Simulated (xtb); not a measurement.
# Geometry relaxation, with input and output: CH6O2Si2 (part 1 of 3)

- system: CH6O2Si2, SMILES O[SiH2][SiH]1CO1
- method: GFN2-xTB (xtb 6.7.1)

The geometry: force field.

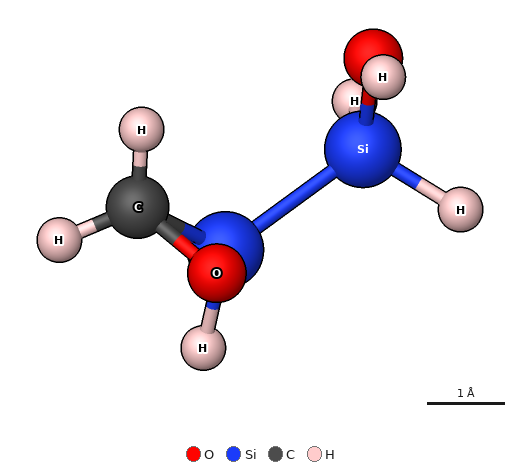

The input geometry (ball-and-stick view, seen at a tilt). Bond lengths as drawn: C–H 1.08 to 1.11 Å, C–O 1.40 Å, C–Si 1.75 Å, H–O 1.02 Å, H–Si 1.50 to 1.53 Å, O–Si 1.60 to 1.62 Å and Si–Si 2.28 Å.

The input (geom.xyz)
```
11
CH6O2Si2
O      0.010400     1.930600    -1.021400
Si     1.104500     1.156700    -0.145300
Si     0.308500    -0.862600     0.537100
C     -1.171700    -1.459400    -0.174100
O     -1.225700    -0.761200     1.042800
H     -0.886600     2.152600    -0.588500
H      1.490200     2.021600     1.015800
H      2.359800     1.017800    -0.992000
H      1.105800    -1.753500     1.493500
H     -1.606900    -0.962600    -1.030500
H     -1.423000    -2.537100    -0.116900
```

File .CHRG
```
0
```

File .UHF
```
0
```

Launched with:
```bash
xtb geom.xyz --gfn 2 --json --opt --parallel 1 > xtb.out 2> xtb.err
```

Output
```
* xtb version 6.7.1
   ID    Z sym.   atoms
    1    8 O      1, 5
    2   14 Si     2, 3
    3    6 C      4
    4    1 H      6-11

           -------------------------------------------------
          |                Calculation Setup                |
           -------------------------------------------------

          program call               : xtb geom.xyz --gfn 2 --json --opt --parallel 1
          coordinate file            : geom.xyz
          omp threads                :                     1

           -------------------------------------------------
          |                 G F N 2 - x T B                 |
           -------------------------------------------------

      * Hamiltonian:
        H0-scaling (s, p, d)           1.850000    2.230000    2.230000
        zeta-weighting                 0.500000
      * Dispersion:
        s8                             2.700000
        a1                             0.520000
        a2                             5.000000
        s9                             5.000000
      * Repulsion:
        kExp                           1.500000    1.000000
        rExp                           1.000000
      * Coulomb:
        alpha                          2.000000
        third order                    shell-resolved
        anisotropic                    true
        a3                             3.000000
        a5                             4.000000
        cn-shift                       1.200000
        cn-exp                         4.000000
        max-rad                        5.000000

          ...................................................
          :                      SETUP                      :
          :.................................................:
          :  # basis functions                  38          :
          :  # atomic orbitals                  36          :
          :  # shells                           18          :
          :  # electrons                        30          :
          :  max. iterations                   250          :
          :  Hamiltonian                  GFN2-xTB          :
          :  restarted?                      false          :
          :  GBSA solvation                  false          :
          :  PC potential                    false          :
          :  electronic temp.          300.0000000     K    :
          :  accuracy                    1.0000000          :
          :  -> integral cutoff          0.2500000E+02      :
          :  -> integral neglect         0.1000000E-07      :
          :  -> SCF convergence          0.1000000E-05 Eh   :
          :  -> wf. convergence          0.1000000E-03 e    :
          :  Broyden damping             0.4000000          :
          :  net charge                          0          :
          :  unpaired electrons                  0          :
          ...................................................

 iter      E             dE          RMSdq      gap      omega  full diag
   1    -16.8624164 -0.168624E+02  0.688E+00    4.43       0.0  T
   2    -16.9340589 -0.716425E-01  0.337E+00    3.97       1.0  T
   3    -16.9350488 -0.989898E-03  0.245E+00    4.21       1.0  T
   4    -16.9413070 -0.625823E-02  0.895E-01    4.11       1.0  T
   5    -16.9417026 -0.395571E-03  0.646E-01    4.17       1.0  T
   6    -16.9424870 -0.784454E-03  0.222E-01    4.14       1.0  T
   7    -16.9425754 -0.883628E-04  0.102E-01    4.13       1.0  T
   8    -16.9425836 -0.819453E-05  0.291E-02    4.13       1.0  T
   9    -16.9425846 -0.105344E-05  0.173E-02    4.13       1.7  T
  10    -16.9425850 -0.366266E-06  0.810E-03    4.13       3.7  T
  11    -16.9425852 -0.210114E-06  0.355E-03    4.13       8.5  T
  12    -16.9425853 -0.423786E-07  0.850E-04    4.13      35.5  T
  13    -16.9425853 -0.105200E-08  0.304E-04    4.13      99.2  T

   *** convergence criteria satisfied after 13 iterations ***

         #    Occupation            Energy/Eh            Energy/eV
      -------------------------------------------------------------
         1        2.0000           -0.8031870             -21.8558
       ...           ...                  ...                  ...
         9        2.0000           -0.4935737             -13.4308
        10        2.0000           -0.4864652             -13.2374
        11        2.0000           -0.4650099             -12.6536
        12        2.0000           -0.4274844             -11.6324
        13        2.0000           -0.4216968             -11.4750
        14        2.0000           -0.3876582             -10.5487
        15        2.0000           -0.3667735              -9.9804 (HOMO)
        16                         -0.2149754              -5.8498 (LUMO)
        17                         -0.1941220              -5.2823
        18                         -0.1625228              -4.4225
        19                         -0.1521602              -4.1405
        20                         -0.1314028              -3.5757
       ...                                ...                  ...
        36                          1.0480639              28.5193
      -------------------------------------------------------------
                  HL-Gap            0.1517981 Eh            4.1306 eV
             Fermi-level           -0.2908744 Eh           -7.9151 eV

 SCC (total)                   0 d,  0 h,  0 min,  0.005 sec
 SCC setup                      ...        0 min,  0.000 sec (  1.074%)
 Dispersion                     ...        0 min,  0.000 sec (  0.647%)
 classical contributions        ...        0 min,  0.000 sec (  0.212%)
 integral evaluation            ...        0 min,  0.001 sec ( 17.865%)
 iterations                     ...        0 min,  0.003 sec ( 49.694%)
 molecular gradient             ...        0 min,  0.002 sec ( 29.508%)
 printout                       ...        0 min,  0.000 sec (  0.884%)

         :::::::::::::::::::::::::::::::::::::::::::::::::::::
         ::                     SUMMARY                     ::
         :::::::::::::::::::::::::::::::::::::::::::::::::::::
         :: total energy             -16.800464159803 Eh    ::
         :: gradient norm              0.161116769884 Eh/a0 ::
         :: HOMO-LUMO gap              4.130636020596 eV    ::
         ::.................................................::
         :: SCC energy               -16.942575149476 Eh    ::
         :: -> isotropic ES            0.065717882844 Eh    ::
         :: -> anisotropic ES          0.000616573272 Eh    ::
         :: -> anisotropic XC          0.001998730377 Eh    ::
         :: -> dispersion             -0.006881801509 Eh    ::
         :: repulsion energy           0.142110989674 Eh    ::
         :: add. restraining           0.000000000000 Eh    ::
         :: total charge              -0.000000000000 e     ::
         :::::::::::::::::::::::::::::::::::::::::::::::::::::

      -----------------------------------------------------------
     |                   =====================                   |
     |                        A N C O P T                        |
     |                   =====================                   |
     |               Approximate Normal Coordinate               |
     |                Rational Function Optimizer                |
      -----------------------------------------------------------
      -----------------------------------------------------------
     |                   =====================                   |
     |                        A N C O P T                        |
     |                   =====================                   |
     |               Approximate Normal Coordinate               |
     |                Rational Function Optimizer                |
      -----------------------------------------------------------

          ...................................................
          :                      SETUP                      :
          :.................................................:
          :   optimization level            normal          :
          :   max. optcycles                   200          :
          :   ANC micro-cycles                  20          :
          :   degrees of freedom                27          :
          :.................................................:
          :   RF solver                   davidson          :
          :   write xtbopt.log                true          :
          :   linear?                        false          :
          :   energy convergence         0.5000000E-05 Eh   :
          :   grad. convergence          0.1000000E-02 Eh/α :
          :   maxmium RF displ.          1.0000000          :
          :   Hlow (freq-cutoff)         0.1000000E-01      :
          :   Hmax (freq-cutoff)         5.0000000          :
          :   S6 in model hess.         20.0000000          :
          ...................................................

generating ANC from exact Hessian ...
Using Lindh-Hessian (1995)
 Shifting diagonal of input Hessian by    9.5947602140407130E-003
 Lowest  eigenvalues of input Hessian
    0.000000    0.000000    0.000000    0.000000    0.000000    0.000000
    0.010000    0.011145    0.011375    0.014341    0.016085    0.018705
    0.026072    0.028619    0.036877    0.044489    0.050684    0.082481
 Highest eigenvalues
    1.009602    1.020629    1.182892    1.376579    1.775068    1.996502

........................................................................
.............................. CYCLE    1 ..............................
........................................................................

 iter      E             dE          RMSdq      gap      omega  full diag
   1    -16.9425853 -0.169426E+02  0.132E-04    4.13       0.0  T
   2    -16.9425853 -0.402451E-10  0.935E-05    4.13     322.4  T
   3    -16.9425853 -0.864020E-11  0.575E-05    4.13     524.6  T
     SCC iter.                  ...        0 min,  0.001 sec
     gradient                   ...        0 min,  0.002 sec
 * total energy  :   -16.8004642 Eh     change       -0.1665832E-09 Eh
   gradient norm :     0.1611157 Eh/α   predicted     0.0000000E+00 (-100.00%)
   displ. norm   :     0.2577267 α      lambda       -0.2293051E-01
   maximum displ.:     0.1330277 α      in ANC's #14, #9, #7, ...

........................................................................
.............................. CYCLE    2 ..............................
........................................................................

 iter      E             dE          RMSdq      gap      omega  full diag
   1    -16.9512503 -0.169513E+02  0.104E+00    4.08       0.0  T
   2    -16.9515381 -0.287761E-03  0.712E-01    4.05       1.0  T
   3    -16.9512734  0.264648E-03  0.336E-01    4.09       1.0  T
   4    -16.9516025 -0.329053E-03  0.153E-01    4.05       1.0  T
   5    -16.9516545 -0.520274E-04  0.731E-02    4.06       1.0  T
   6    -16.9516661 -0.115818E-04  0.323E-02    4.06       1.0  T
   7    -16.9516661 -0.380387E-07  0.159E-02    4.06       1.9  T
   8    -16.9516663 -0.220914E-06  0.881E-03    4.06       3.4  T
   9    -16.9516664 -0.336727E-07  0.274E-03    4.06      11.0  T
  10    -16.9516664 -0.449052E-08  0.587E-04    4.06      51.4  T
  11    -16.9516664 -0.142240E-09  0.215E-04    4.06     140.0  T
     SCC iter.                  ...        0 min,  0.002 sec
     gradient                   ...        0 min,  0.002 sec
 * total energy  :   -16.8158747 Eh     change       -0.1541054E-01 Eh
   gradient norm :     0.0595249 Eh/α   predicted    -0.1222681E-01 ( -20.66%)
   displ. norm   :     0.2374042 α      lambda       -0.5391981E-02
   maximum displ.:     0.0942234 α      in ANC's #7, #6, #10, ...

........................................................................
.............................. CYCLE    3 ..............................
........................................................................

 iter      E             dE          RMSdq      gap      omega  full diag
   1    -16.9563324 -0.169563E+02  0.787E-01    4.02       0.0  T
   2    -16.9564269 -0.944965E-04  0.550E-01    3.98       1.0  T
   3    -16.9560851  0.341754E-03  0.269E-01    4.04       1.0  T
   4    -16.9564858 -0.400686E-03  0.859E-02    3.99       1.0  T
   5    -16.9564987 -0.129551E-04  0.415E-02    4.00       1.0  T
   6    -16.9565018 -0.310352E-05  0.191E-02    4.00       1.6  T
   7    -16.9565020 -0.126992E-06  0.702E-03    4.00       4.3  T
   8    -16.9565020 -0.241812E-07  0.336E-03    4.00       9.0  T
   9    -16.9565020 -0.669182E-08  0.141E-03    4.00      21.3  T
  10    -16.9565020 -0.173653E-08  0.539E-04    4.00      55.9  T
  11    -16.9565020 -0.187491E-09  0.149E-04    4.00     202.0  T
     SCC iter.                  ...        0 min,  0.002 sec
     gradient                   ...        0 min,  0.002 sec
 * total energy  :   -16.8187713 Eh     change       -0.2896614E-02 Eh
   gradient norm :     0.0116238 Eh/α   predicted    -0.2847940E-02 (  -1.68%)
   displ. norm   :     0.1400312 α      lambda       -0.5814207E-03
   maximum displ.:     0.0918177 α      in ANC's #7, #9, #2, ...

........................................................................
.............................. CYCLE    4 ..............................
........................................................................
```
